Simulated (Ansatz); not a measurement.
# CH3B (triplet): one geometry, many settings at distance B1–C2 = 2.125 Å

Aim: run CH3B (triplet) at one geometry under a spread of methods and options, and see what each costs and gives.

Program: Ansatz 0.2.0, Gaussian basis. Level of theory: the settings change from run to run. These are calculated values, not measurements.

21 further runs of the same task are left out: 18 that didn't finish, 3 set aside as unsound or not needed.

## (1) What is computed

The geometry derives from a PBE0/def2-TZVP stationary point (not a proven minimum). One bond is set to the value named and the two fragments are kept rigid.

5 atoms, charge 0, spin multiplicity 3.

Atoms are counted from 1 here; the program's logs count them from 0.

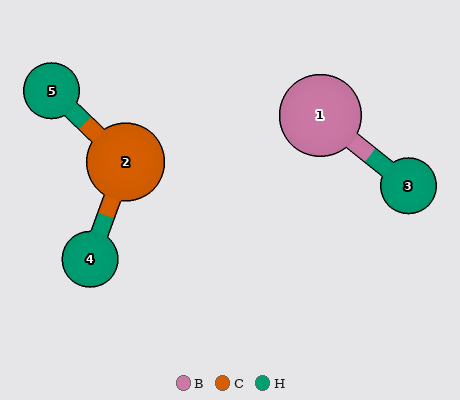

The geometry (boron pink, carbon orange, hydrogen teal); atoms are numbered from 1 in the order of the file.

## (2) MRCISD+Q(relaxed)(6,5)/STO-3G

in.yaml

```yaml
crystal:
  periodic: [false, false, false]
  atoms:
    - {symbol: B, position_ang: [0.000000, -0.218710, 1.150956]}
    - {symbol: C, position_ang: [0.000000, 0.112803, -0.948025]}
    - {symbol: H, position_ang: [0.000000, 0.591798, 2.027226]}
    - {symbol: H, position_ang: [0.000000, 1.106102, -1.400711]}
    - {symbol: H, position_ang: [0.000000, -0.696225, -1.674735]}
basis:
  gaussian: {orbitals: STO-3G}
magnetization: {spin_polarized: false, initial_magnetization: 2}
correlation: {method: fic_mrcisd_q_relaxed, electrons: outside_noble_gas, active_space: {window: {electrons: 6, orbitals: 5}}}
```

Command:

```console
$ ansatz run in.yaml --threads 1 --pin off --events-out ev --progress --plain --max-ram 2393MiB
```

Standard output, cut to the lines that bear on the results:

```text
Functional definition: HF
  name "HF"
  cite "Fock, Z. Phys. 61, 126 (1930) doi:10.1007/BF01340294"
  parent pbe
[...]
166 factors; integrals over basis functions are off by at most 9.0e-5 eV
[...]
mean field -1721.28367268 eV, -63.2560082429 hartree, gradient 1.4e-6 eV, S^2 2.000000; 0 other end points of the search recorded, 0 dependent functions left out
reference -1721.28367268 eV, -63.2560082429 hartree; 8, 6 occupied and 5, 7 virtual orbitals, 166 factors
state -1722.35127217 eV, -63.2952418008 hartree
contracted CI cycle   1: correlation 0.00000000 eV, 0.0000000000 hartree, residual 9.08e0 eV
contracted CI cycle   2: correlation -1.80365759 eV, -0.0662831940 hartree, residual 2.02e0 eV
contracted CI cycle   3: correlation -1.90782262 eV, -0.0701111880 hartree, residual 6.73e-1 eV
contracted CI cycle   4: correlation -1.92270346 eV, -0.0706580488 hartree, residual 3.38e-1 eV
contracted CI cycle   5: correlation -1.92736241 eV, -0.0708292623 hartree, residual 1.62e-1 eV
contracted CI cycle   6: correlation -1.92819344 eV, -0.0708598018 hartree, residual 6.04e-2 eV
contracted CI cycle   7: correlation -1.92830728 eV, -0.0708639854 hartree, residual 2.62e-2 eV
contracted CI cycle   8: correlation -1.92833163 eV, -0.0708648803 hartree, residual 1.36e-2 eV
contracted CI cycle   9: correlation -1.92833724 eV, -0.0708650866 hartree, residual 5.45e-3 eV
contracted CI cycle  10: correlation -1.92833809 eV, -0.0708651176 hartree, residual 2.12e-3 eV
contracted CI cycle  11: correlation -1.92833822 eV, -0.0708651226 hartree, residual 8.45e-4 eV
state -1722.35127217 eV, -63.2952418008 hartree; corrected -1724.39131266 eV, -63.3702119060 hartree
Total energy: -1724.39131266 eV, -63.3702119060 hartree
```

Run time: 0.51 s. Hardware: 1 thread of Arm Neoverse V2, shared host.

From the report: 48 determinants; active occupations 2.00, 1.91, 1.00, 1.00, 0.09.

## (3) BCCD(T) on UHF/STO-3G

Changes to in.yaml since step 2:

```diff
@@ -10,3 +10,5 @@
   gaussian: {orbitals: STO-3G}
-magnetization: {spin_polarized: false, initial_magnetization: 2}
-correlation: {method: fic_mrcisd_q_relaxed, electrons: outside_noble_gas, active_space: {window: {electrons: 6, orbitals: 5}}}
+magnetization: {spin_polarized: true, initial_magnetization: 2}
+hamiltonian: {pseudopotentials: {relativity: none}}
+correlation: {method: bccd_t, electrons: outside_noble_gas}
+accuracy: high
```

Launched as before.

Standard output, cut to the lines that bear on the results:

```text
Functional definition: HF
  name "HF"
  cite "Fock, Z. Phys. 61, 126 (1930) doi:10.1007/BF01340294"
  parent pbe
[...]
206 factors; integrals over basis functions are off by at most 9.7e-9 eV
[...]
mean field -1721.56923903 eV, -63.2665026127 hartree, gradient 6.4e-8 eV, S^2 2.128890; 1 other end points of the search recorded, 0 dependent functions left out
determinant -1721.56923903 eV, -63.2665026127 hartree, with singles and doubles -1724.31069939 eV, -63.3672494229 hartree
determinant -1719.25618849 eV, -63.1814995734 hartree, with singles and doubles -1722.49853610 eV, -63.3006536502 hartree
2 core orbitals not correlated: weight in the atoms' cores, before any rotation towards them, 1.000 or more for the frozen orbitals, at most 0.000 for the correlated occupied ones
reference -1721.56923903 eV, -63.2665026127 hartree; 6, 4 occupied and 5, 7 virtual orbitals, 206 factors
second order -1.63327422 eV of doubles, -0.00000000 eV of singles
cycle   1  -2.74916236 eV  change   -7.7e-3 eV  update   1.7e-2
[...]
cycle  28  -2.72093863 eV  change  -3.5e-10 eV  update  2.8e-10
perturbative correction -0.04720194 eV, -0.0017346393 hartree
Total energy: -1724.33737959 eV, -63.3682299023 hartree
```

It took 0.42 s on 1 thread of Arm Neoverse V2, shared host.

From the report: ⟨S²⟩ of the determinant 2.129 (pure triplet: 2.00); correlation -2.7681 eV; largest double amplitude 0.10.

## (4) BCCD/cc-pVDZ

Changes to in.yaml since step 3:

```diff
@@ -9,6 +9,6 @@
 basis:
-  gaussian: {orbitals: STO-3G}
-magnetization: {spin_polarized: true, initial_magnetization: 2}
-hamiltonian: {pseudopotentials: {relativity: none}}
-correlation: {method: bccd_t, electrons: outside_noble_gas}
-accuracy: high
+  gaussian: {orbitals: cc-pVDZ}
+magnetization: {spin_polarized: false, initial_magnetization: 2}
+hamiltonian: {xc: {name: PBE}, pseudopotentials: {relativity: scalar}}
+correlation: {method: bccd, electrons: outside_noble_gas}
+output: {forces: true}
```

The command is unchanged.

Standard output, cut to the lines that bear on the results:

```text
Functional definition: PBE
  name "PBE"
  cite "Perdew, Burke & Ernzerhof, Phys. Rev. Lett. 77, 3865 (1996) doi:10.1103/PhysRevLett.77.3865"
  parent pbe
[...]
395 factors; integrals over basis functions are off by at most 1.3e-3 eV
[...]
mean field -1753.58881603 eV, -64.4432003640 hartree, gradient 5.7e-6 eV, S^2 2.000000; 0 other end points of the search recorded, 0 dependent functions left out
2 core orbitals not correlated: weight in the atoms' cores, before any rotation towards them, 1.000 or more for the frozen orbitals, at most 0.000 for the correlated occupied ones
reference -1744.35193987 eV, -64.1037514261 hartree; 6, 4 occupied and 35, 37 virtual orbitals, 395 factors
second order -5.32848356 eV of doubles, -0.38096578 eV of singles
cycle   1  -6.15799873 eV  change   -4.5e-1 eV  update   7.2e-2
[...]
cycle  16  -6.44187009 eV  change    2.3e-7 eV  update   4.7e-7
[...]
Total energy: -1750.79380996 eV, -64.3404857855 hartree
Relativity: scalar
Atom 0 at     0.000000    -0.218710     1.150956 Å, force     0.000000    -0.053154    -4.535334 eV/Å
Atom 1 at     0.000000     0.112803    -0.948025 Å, force    -0.000000    -0.301011     4.030128 eV/Å
Atom 2 at     0.000000     0.591798     2.027226 Å, force    -0.000000     0.529977     0.120750 eV/Å
Atom 3 at     0.000000     1.106102    -1.400711 Å, force     0.000000     0.500970     0.266303 eV/Å
Atom 4 at     0.000000    -0.696225    -1.674735 Å, force     0.000000    -0.676783     0.118153 eV/Å
Dipole moment:     0.000000     0.104371     0.015160 e Å
```

Run time: 4.2 s. Hardware: 1 thread of Arm Neoverse V2, shared host.

From the report: correlation -6.4419 eV; largest double amplitude 0.04.

## (5) CCSDT(Q)/B on UHF/STO-3G

Changes to in.yaml since step 4:

```diff
@@ -9,6 +9,6 @@
 basis:
-  gaussian: {orbitals: cc-pVDZ}
-magnetization: {spin_polarized: false, initial_magnetization: 2}
-hamiltonian: {xc: {name: PBE}, pseudopotentials: {relativity: scalar}}
-correlation: {method: bccd, electrons: outside_noble_gas}
+  gaussian: {orbitals: STO-3G}
+magnetization: {spin_polarized: true, initial_magnetization: 2}
+correlation: {method: ccsdt_q_b, electrons: all}
+accuracy: high
 output: {forces: true}
```

Launched as before.

Standard output, cut to the lines that bear on the results:

```text
Functional definition: HF
  name "HF"
  cite "Fock, Z. Phys. 61, 126 (1930) doi:10.1007/BF01340294"
  parent pbe
[...]
206 factors; integrals over basis functions are off by at most 9.7e-9 eV
[...]
mean field -1721.56923903 eV, -63.2665026127 hartree, gradient 6.4e-8 eV, S^2 2.128890; 1 other end points of the search recorded, 0 dependent functions left out
determinant -1721.56923903 eV, -63.2665026127 hartree, with singles and doubles -1724.32618132 eV, -63.3678183732 hartree
determinant -1719.25618849 eV, -63.1814995734 hartree, with singles and doubles -1722.51335130 eV, -63.3011980989 hartree
reference -1721.56923903 eV, -63.2665026127 hartree; 8, 6 occupied and 5, 7 virtual orbitals, 206 factors
second order -1.65081722 eV of doubles, -0.00000000 eV of singles
cycle   1  -2.18041762 eV  change   -5.3e-1 eV  update   7.6e-2
[...]
cycle  33  -2.81997366 eV  change  -3.1e-10 eV  update  2.4e-10
perturbative correction -0.00228835 eV, -0.0000840954 hartree
[...]
Total energy: -1724.39150104 eV, -63.3702188287 hartree
Atom 0 at     0.000000    -0.218710     1.150956 Å, force    -0.000000     0.165003    -5.248320 eV/Å
Atom 1 at     0.000000     0.112803    -0.948025 Å, force     0.000000    -0.455813     5.725216 eV/Å
Atom 2 at     0.000000     0.591798     2.027226 Å, force     0.000000     0.403558    -0.239806 eV/Å
Atom 3 at     0.000000     1.106102    -1.400711 Å, force     0.000000     0.897848     0.032270 eV/Å
Atom 4 at     0.000000    -0.696225    -1.674735 Å, force    -0.000000    -1.010596    -0.269360 eV/Å
Dipole moment:     0.000000    -0.005982     0.048492 e Å
```

It took 13 s on 1 thread of Arm Neoverse V2, shared host; peak memory 0.35 GiB.

From the report: ⟨S²⟩ of the determinant 2.129 (pure triplet: 2.00); correlation -2.8223 eV; T1 0.033; largest double amplitude 0.11.

## (6) CISD/x2c-TZVPPall

Changes to in.yaml since step 5:

```diff
@@ -9,6 +9,4 @@
 basis:
-  gaussian: {orbitals: STO-3G}
-magnetization: {spin_polarized: true, initial_magnetization: 2}
-correlation: {method: ccsdt_q_b, electrons: all}
-accuracy: high
-output: {forces: true}
+  gaussian: {orbitals: x2c-TZVPPall}
+magnetization: {spin_polarized: false, initial_magnetization: 2}
+correlation: {active_space: {ras: {orbitals: [4, 2, 96], electrons: 10, max_holes: 2, max_particles: 2}, fixed_orbitals: true}}
```

Same command.

Standard output:

```text
Functional definition: HF
  name "HF"
  cite "Fock, Z. Phys. 61, 126 (1930) doi:10.1007/BF01340294"
  parent pbe
  exchange = exact_x
  correlation = 0
610 factors; integrals over basis functions are off by at most 1.3e-3 eV
mean field evaluation 1: about -1743.2639 eV, gradient 1.8e1 eV
mean field evaluation 2: about -1743.2642 eV, gradient 1.8e1 eV
mean field evaluation 4: about -1745.2138 eV, gradient 3.8e0 eV
mean field evaluation 8: about -1745.3452 eV, gradient 1.9e-3 eV
mean field -1745.34519692 eV, -64.1402529492 hartree, gradient 8.5e-6 eV, S^2 2.000000; 0 other end points of the search recorded, 0 dependent functions left out
reference -1745.34519692 eV, -64.1402529492 hartree; 8, 6 occupied and 96, 98 virtual orbitals, 610 factors
state -1751.85165862 eV, -64.3793610065 hartree
Total energy: -1751.85165862 eV, -64.3793610065 hartree
Relativity: scalar
```

It took 30 s on 1 thread of Arm Neoverse V2, shared host; peak memory 0.76 GiB.

From the report: 668,744 determinants.

## (7) The runs in one table

```csv
level,correlated,functions,energy (eV),time
"MRCISD+Q(relaxed)(6,5)/STO-3G",outside noble gas,13,-1724.3913,0.51 s
BCCD(T) on UHF/STO-3G,outside noble gas,13,-1724.3374,0.42 s
"BCCD/cc-pVDZ (on PBE orbitals, relativity set)",outside noble gas,43,-1750.7938,4.2 s
CCSDT(Q)/B on UHF/STO-3G,all,13,-1724.3915,13 s
CISD/x2c-TZVPPall,outside noble gas,104,-1751.8517,30 s
```

## (8) Results

| quantity | value |
| --- | --- |
| runs | 5 |
| quickest | BCCD(T) on UHF/STO-3G, 0.42 s |
| slowest | CISD/x2c-TZVPPall, 30 s |

In words: Total energies in different bases, with other cores or another treatment of relativity can't be set against each other. CISD/x2c-TZVPPall took 72 times as long as BCCD(T) on UHF/STO-3G; the jobs differ in more than the method.
